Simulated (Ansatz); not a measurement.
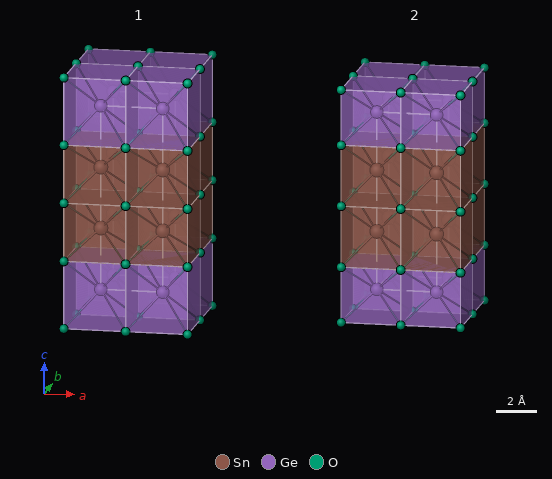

Two geometries of crystalline Sn2GeO3 (a generated structure, set up in P4/mmm) (coarse preliminary run), drawn at one scale. One is the start of a relaxation, the other its converged end. The picture is a polyhedral view of the cell of the calculation, seen slightly off an axis.

Method: DFT PBE, scalar-relativistic, plane waves, PAW in Ansatz. (plane-wave cutoff 420 eV; k-point mesh 6 × 6 × 2; occupations gaussian; smearing width 0.1 eV; no spin polarisation; cell and atoms relaxed; force threshold 0.04 eV/Å; at most 70 steps)

Which of the two is the end point?

Structure 2 is the relaxed one. The largest moves relative to the cell, 0.25 Å, are those of O atoms. Largest moves by element: O 0.25 Å, Sn 0.07 Å. Ge stays in place. Cell: a = b 3.183 → 3.071 Å (−3.5 %), c 9.516 → 9.189 Å (−3.4 %). Volume −10.1 %. Some distances before and after: Ge–O 2.850 → 2.603 Å, O–Sn 2.748 → 2.691 Å, O–Sn 2.668 → 2.680 Å. The space group stays P4/mmm (No. 123). After 4 accepted moves (5 points after the start) the energy has fallen by 89.4 meV per atom. The largest force component goes from 0.74 to 0.006 eV/Å. Pressure: −7.91 GPa at the start and −0.32 GPa at the end. The SCF was repeated once at an unchanged geometry on a basis and grid sized afresh for the cell, which shifted the energy by 2.8 meV per atom at most.
